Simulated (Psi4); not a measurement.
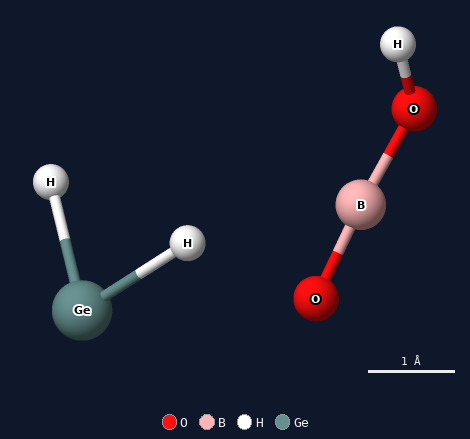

*The structure (ball-and-stick view, seen at a tilt). Sticks mark near contacts.*

Bond lengths as drawn: B–O 1.21 to 1.28 Å, Ge–H 1.65 Å and H–O 0.95 Å.

GeBH₃O₂: interaction calculation (part 1 of 2)

The run: interaction calculation of GeBH₃O₂, SMILES O=BO.[GeH2]. Method and program: SAPT0/jun-cc-pV(D+d)Z, RHF (Psi4 1.11).

The geometry comes from this level: GFN2-xTB.

## What the program printed
```
Psi4 1.11 release

   => Loading Basis Set <=

    Name: JUN-CC-PV(D+D)Z
    Role: ORBITAL
    Keyword: BASIS

   => Loading Basis Set <=

    Name: JUN-CC-PV(D+D)Z
    Role: ORBITAL
    Keyword: BASIS

  //>>>>>>>>>>>>>>>>>>>>>>>>>>>>>>>>>>>//
  //              Dimer HF             //
  //<<<<<<<<<<<<<<<<<<<<<<<<<<<<<<<<<<<//

   => Loading Basis Set <=

    Name: JUN-CC-PV(D+D)Z
    Role: ORBITAL
    Keyword: BASIS

         ---------------------------------------------------------
                                   SCF
                              RHF Reference
                        1 Threads,   1525 MiB Core
         ---------------------------------------------------------

  ==> Geometry <==

    Molecular point group: c1
    Full point group: C1

    Geometry (in Angstrom), charge = 0, multiplicity = 1:

       Center              X                  Y                   Z               Mass
    ------------   -----------------  -----------------  -----------------  -----------------
         O           -0.783280000000    -0.937130000000    -0.994450000000    15.994914619570
         B            0.370790000000    -0.778800000000    -0.666570000000    11.009305360000
         O            1.623690000000    -0.706040000000    -0.399140000000    15.994914619570
         H            1.980790000000    -0.062950000000     0.209020000000     1.007825032230
         GE          -3.138610000000     1.681960000000     1.115250000000    73.921177761000
         H           -2.131530000000     1.199370000000     2.329730000000     1.007825032230
         H           -1.908050000000     2.706810000000     0.717900000000     1.007825032230

  Running in c1 symmetry.

  Rotational constants: A =      0.33063  B =      0.01514  C =      0.01454 [cm^-1]
  Rotational constants: A =   9912.03183  B =    453.95696  C =    435.93758 [MHz]
  Nuclear repulsion =  159.401938362740566

  Charge       = 0
  Multiplicity = 1
  Electrons    = 56
  Nalpha       = 28
  Nbeta        = 28

  ==> Algorithm <==

  SCF Algorithm Type is DF.
  DIIS enabled.
  MOM disabled.
  Fractional occupation disabled.
  Guess Type is SAD.
  Energy threshold   = 1.00e-08
  Density threshold  = 1.00e-08
  Integral threshold = 1.00e-12

  ==> Primary Basis <==

  Basis Set: JUN-CC-PV(D+D)Z
    Blend: JUN-CC-PV(D+D)Z
    Number of shells: 46
    Number of basis functions: 100
    Number of Cartesian functions: 105
    Spherical Harmonics?: true
    Max angular momentum: 2

   => Loading Basis Set <=

    Name: DEF2-UNIVERSAL-JKFIT
    Role: JKFIT
    Keyword: DF_BASIS_SCF

  ==> Integral Setup <==

  DFHelper Memory: AOs need 0.044 GiB; user supplied 1.118 GiB.
  SCF_SUBTYPE=INCORE selected. In-core MEM_DF algorithm will be used.
  Using in-core AOs.

  ==> MemDFJK: Density-Fitted J/K Matrices <==

    J tasked:                   Yes
    K tasked:                   Yes
    wK tasked:                   No
    Memory [MiB]:              1144
    Algorithm:                 Core
    Schwarz Cutoff:           1E-12
    Mask sparsity (%):       3.7800
    Fitting Condition:        1E-10

   => Auxiliary Basis Set <=

  Basis Set: DEF2-UNIVERSAL-JKFIT
    Blend: DEF2-UNIVERSAL-JKFIT
    Number of shells: 153
    Number of basis functions: 549
    Number of Cartesian functions: 706
    Spherical Harmonics?: true
    Max angular momentum: 5

  Minimum eigenvalue in the overlap matrix is 7.3642738849E-04.
  Reciprocal condition number of the overlap matrix is 1.2518682376E-04.
    Using symmetric orthogonalization.

  ==> Pre-Iterations <==

  SCF Guess: Superposition of Atomic Densities via on-the-fly atomic UHF (no occupation information).

   -------------------------
    Irrep   Nso     Nmo
   -------------------------
     A        100     100
   -------------------------
    Total     100     100
   -------------------------

  ==> Iterations <==

                           Total Energy        Delta E     RMS |[F,P]|

   @DF-RHF iter SAD: -2245.71841243319068   -2.24572e+03   0.00000e+00
   @DF-RHF iter   1: -2250.87176989659156   -5.15336e+00   1.16354e-02 DIIS/ADIIS
   @DF-RHF iter   2: -2251.42344245131881   -5.51673e-01   5.71641e-03 DIIS/ADIIS
   @DF-RHF iter   3: -2251.53741018558821   -1.13968e-01   1.47299e-03 DIIS/ADIIS
   @DF-RHF iter   4: -2251.54565803594187   -8.24785e-03   2.23263e-04 DIIS/ADIIS
   @DF-RHF iter   5: -2251.54603049161733   -3.72456e-04   8.21145e-05 DIIS
   @DF-RHF iter   6: -2251.54607209347705   -4.16019e-05   2.01752e-05 DIIS
   @DF-RHF iter   7: -2251.54607841960160   -6.32612e-06   4.29225e-06 DIIS
   @DF-RHF iter   8: -2251.54607884599136   -4.26390e-07   1.43507e-06 DIIS
   @DF-RHF iter   9: -2251.54607890641273   -6.04214e-08   5.49960e-07 DIIS
   @DF-RHF iter  10: -2251.54607891873275   -1.23200e-08   1.84749e-07 DIIS
   @DF-RHF iter  11: -2251.54607892019885   -1.46611e-09   5.67827e-08 DIIS
   @DF-RHF iter  12: -2251.54607892033982   -1.40972e-10   1.83879e-08 DIIS
   @DF-RHF iter  13: -2251.54607892035438   -1.45519e-11   5.28960e-09 DIIS
  Energy and wave function converged.

  ==> Post-Iterations <==

    Orbital Energies [Eh]
    ---------------------

    Doubly Occupied:

       1A   -405.305686     2A    -52.205551     3A    -46.294704
       4A    -46.293043     5A    -46.292565     6A    -20.652944
       7A    -20.549795     8A     -7.687181     9A     -7.217880
      10A     -5.194762    11A     -5.187430    12A     -5.184828
      13A     -1.661604    14A     -1.658327    15A     -1.655167
      16A     -1.649272    17A     -1.645700    18A     -1.461409
      19A     -1.320756    20A     -0.851624    21A     -0.669349
      22A     -0.660972    23A     -0.637338    24A     -0.617056
      25A     -0.500908    26A     -0.494563    27A     -0.413369
      28A     -0.341594

    Virtual:

      29A      0.004097    30A      0.028180    31A      0.055316
      32A      0.055769    33A      0.065106    34A      0.076272
      35A      0.082332    36A      0.096546    37A      0.121373
      38A      0.150716    39A      0.173525    40A      0.206395
      41A      0.209501    42A      0.221527    43A      0.228888
      44A      0.234234    45A      0.246244    46A      0.267183
      47A      0.269697    48A      0.309389    49A      0.320872
      50A      0.359039    51A      0.451311    52A      0.514832
      53A      0.524954    54A      0.548939    55A      0.552567
      56A      0.564022    57A      0.569770    58A      0.605057
      59A      0.611133    60A      0.633355    61A      0.636481
      62A      0.641916    63A      0.705580    64A      0.849790
      65A      0.861402    66A      0.910885    67A      0.932624
      68A      0.954997    69A      1.006675    70A      1.137930
      71A      1.168485    72A      1.241234    73A      1.338153
      74A      1.343831    75A      1.415246    76A      1.455267
      77A      1.522500    78A      1.556243    79A      1.610695
      80A      1.613745    81A      1.617176    82A      1.714818
      83A      1.764692    84A      1.822179    85A      1.978533
      86A      2.069867    87A      2.146502    88A      2.350413
      89A      2.458886    90A      2.522956    91A      3.009110
      92A      3.029308    93A      3.053187    94A      3.156846
      95A      3.220317    96A      3.583171    97A      3.653382
      98A      3.711157    99A      3.987763   100A      4.084550

    Final Occupation by Irrep:
              A
    DOCC [    28 ]
    NA   [    28 ]
    NB   [    28 ]

  @DF-RHF Final Energy: -2251.54607892035438

   => Energetics <=

    Nuclear Repulsion Energy =            159.4019383627405659
    One-Electron Energy =               -3453.2852788577574756
    Two-Electron Energy =                1042.3372615746627616
    Total Energy =                      -2251.5460789203543754

Computation Completed

Properties will be evaluated at   0.000000,   0.000000,   0.000000 [a0]

Properties computed using the SCF density matrix

 Multipole Moments:

 ------------------------------------------------------------------------------------
     Multipole            Electronic (a.u.)      Nuclear  (a.u.)        Total (a.u.)
 ------------------------------------------------------------------------------------

 L = 1.  Multiply by 2.5417464519 to convert [e a0] to [Debye]
 Dipole X            :        178.7698369         -177.4775597            1.2922772
 Dipole Y            :        -76.1893822           76.7731285            0.5837463
 Dipole Z            :        -45.5177994           46.2285214            0.7107220
 Magnitude           :                                                    1.5861481

 ------------------------------------------------------------------------------------

	total time  =          2 seconds =       0.03 minutes

  //>>>>>>>>>>>>>>>>>>>>>>>>>>>>>>>>>>>//
  //            Monomer A HF           //
  //<<<<<<<<<<<<<<<<<<<<<<<<<<<<<<<<<<<//

  ==> Geometry <==

    Molecular point group: c1
    Full point group: C1

    Geometry (in Angstrom), charge = 0, multiplicity = 1:

       Center              X                  Y                   Z               Mass
    ------------   -----------------  -----------------  -----------------  -----------------
         O           -0.783280000000    -0.937130000000    -0.994450000000    15.994914619570
         B            0.370790000000    -0.778800000000    -0.666570000000    11.009305360000
         O            1.623690000000    -0.706040000000    -0.399140000000    15.994914619570
         H            1.980790000000    -0.062950000000     0.209020000000     1.007825032230
      Gh(GE)         -3.138610000000     1.681960000000     1.115250000000    73.921177761000
      Gh(H)          -2.131530000000     1.199370000000     2.329730000000     1.007825032230
      Gh(H)          -1.908050000000     2.706810000000     0.717900000000     1.007825032230

  Running in c1 symmetry.

  Rotational constants: A =      0.33063  B =      0.01514  C =      0.01454 [cm^-1]
  Rotational constants: A =   9912.03183  B =    453.95696  C =    435.93758 [MHz]
  Nuclear repulsion =   54.716091823603740

  Charge       = 0
  Multiplicity = 1
  Electrons    = 22
  Nalpha       = 11
  Nbeta        = 11

  ==> Iterations <==

                           Total Energy        Delta E     RMS |[F,P]|

   @DF-RHF iter SAD:  -173.97159648227014   -1.73972e+02   0.00000e+00
   @DF-RHF iter   1:  -174.93680063087115   -9.65204e-01   6.47498e-03 DIIS/ADIIS
   @DF-RHF iter   2:  -175.01347709812711   -7.66765e-02   4.92046e-03 DIIS/ADIIS
   @DF-RHF iter   3:  -175.10073806911703   -8.72610e-02   4.61663e-04 DIIS/ADIIS
   @DF-RHF iter   4:  -175.10166416452324   -9.26095e-04   1.82722e-04 DIIS/ADIIS
   @DF-RHF iter   5:  -175.10182763197687   -1.63467e-04   3.33682e-05 DIIS
   @DF-RHF iter   6:  -175.10183796714585   -1.03352e-05   1.00625e-05 DIIS
   @DF-RHF iter   7:  -175.10183937506875   -1.40792e-06   2.69086e-06 DIIS
   @DF-RHF iter   8:  -175.10183950008195   -1.25013e-07   9.28821e-07 DIIS
   @DF-RHF iter   9:  -175.10183951857070   -1.84887e-08   2.72586e-07 DIIS
   @DF-RHF iter  10:  -175.10183952020793   -1.63723e-09   7.09374e-08 DIIS
   @DF-RHF iter  11:  -175.10183952029854   -9.06084e-11   1.34401e-08 DIIS
   @DF-RHF iter  12:  -175.10183952030246   -3.92220e-12   2.92532e-09 DIIS
  Energy and wave function converged.

  ==> Post-Iterations <==

    Final Occupation by Irrep:
              A
    DOCC [    11 ]
    NA   [    11 ]
    NB   [    11 ]

  @DF-RHF Final Energy:  -175.10183952030246

   => Energetics <=

    Nuclear Repulsion Energy =             54.7160918236037404
    One-Electron Energy =                -348.8670726314197168
    Two-Electron Energy =                 119.0491412875135353
    Total Energy =                       -175.1018395203024625

Computation Completed

Properties will be evaluated at   0.000000,   0.000000,   0.000000 [a0]

Properties computed using the SCF density matrix

 Multipole Moments:

 ------------------------------------------------------------------------------------
     Multipole            Electronic (a.u.)      Nuclear  (a.u.)        Total (a.u.)
 ------------------------------------------------------------------------------------

 L = 1.  Multiply by 2.5417464519 to convert [e a0] to [Debye]
 Dipole X            :        -18.5010071           19.9517662            1.4507591
 Dipole Y            :         33.0189640          -32.3186820            0.7002820
 Dipole Z            :         27.8120965          -26.9712106            0.8408859
 Magnitude           :                                                    1.8171918

 ------------------------------------------------------------------------------------
```
